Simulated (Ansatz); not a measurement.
C$_{3}$H$_{2}$F$_{4}$ (SMILES FC1(F)CC1(F)F)

```xyz
9

F     1.6893   -0.9515    0.1891
C     0.5878   -0.4747   -0.3904
F     0.5438   -0.8164   -1.6780
C    -0.6905   -0.4291    0.3970
C     0.0410    0.8332    0.0397
F     0.6558    1.5204    1.0020
F    -0.4896    1.6556   -0.8651
H    -1.6072   -0.6350   -0.1423
H    -0.6421   -0.7489    1.4310
```

Geometry: PBE0-D4/def2-TZVP.

Method: RKS PBE0-D4/def2-TZVPP in Ansatz.

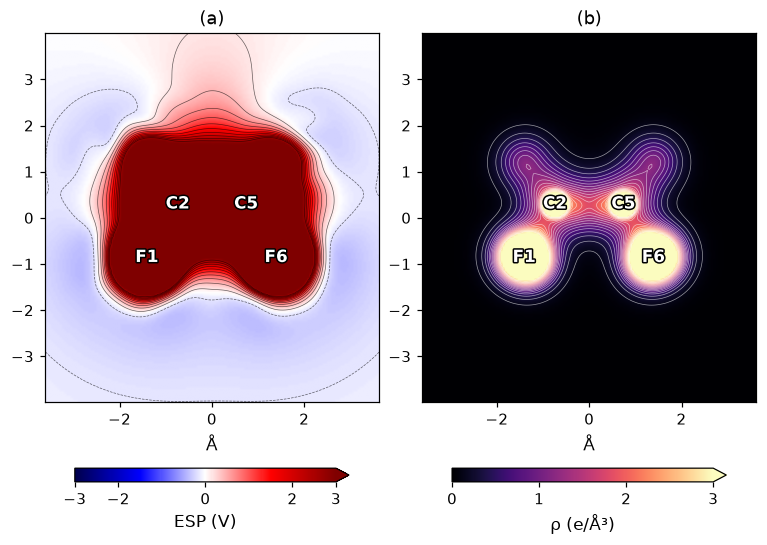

Figure 1. (a) molecular electrostatic potential; (b) total electron density on the plane of atoms F1, C2 and C5.

Describe what can be read from this map.

Answer. The section cuts through F and C sites.
C–F (1.33 Å): the density is about 2.4 e/Å³ at the midpoint.
C–C (1.48 Å): ρ is about 1.8 e/Å³ halfway.
Outside the dense part of the molecule the potential is most negative (−0.4 V) near F1 and F6.

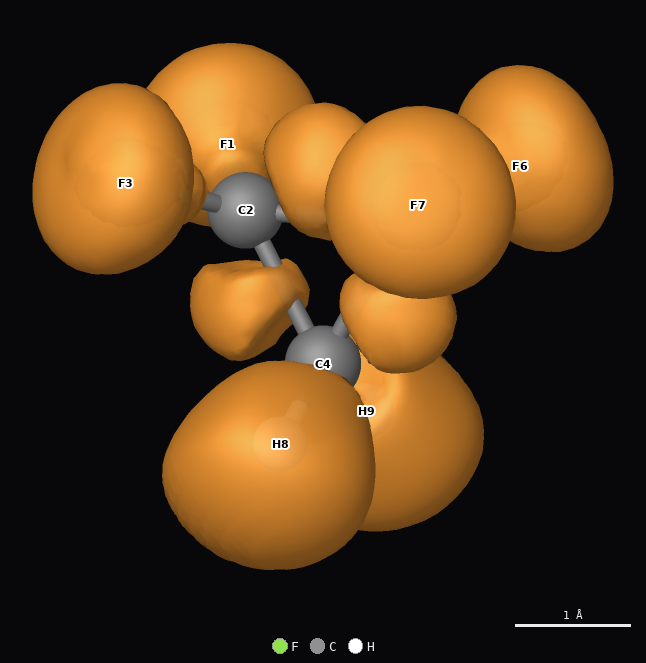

Figure 2. Isosurface of the electron localisation function at 0.75 (orange), seen at a tilt. Only the valence region is drawn (cores and ρ < 0.01 e/Å³ removed).

Describe the localisation domains.

Answer. The surface consists of three regions between bonded C–C atoms (shared pairs), two regions around hydrogen nuclei and four regions on F in which the atom's valence shell and bonds are merged. Along the contacts the grid gives the following. C–F (1.33 Å): the ELF peaks at about 0.85 between the atoms: a shared but strongly polarised pair. C–C (1.48 Å): the ELF peaks at about 0.90 between the atoms (localised, covalent bonding).

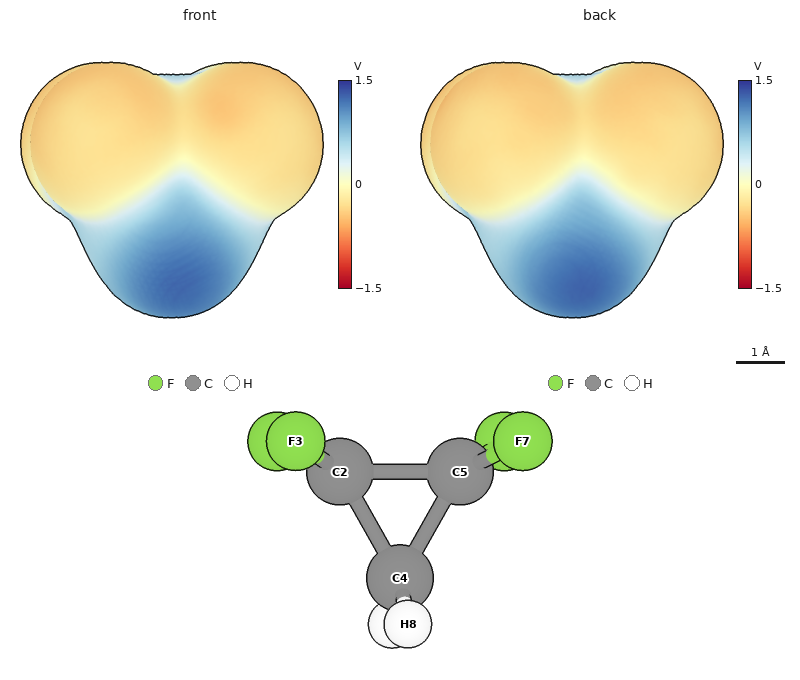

Figure 3. The electrostatic potential painted on the density surface at 0.001 e/bohr³, seen from the front and from behind; red is negative and blue positive. The bare structure is drawn below in the same view.

Which sites attract a positive test charge, and which a negative one?

Answer. A positive charge is drawn to the negative regions and a negative charge to the positive ones. The most negative region (about −0.5 V) lies over F1, F3, F6 and F7, the most positive (about +1.3 V) over H8 and H9.
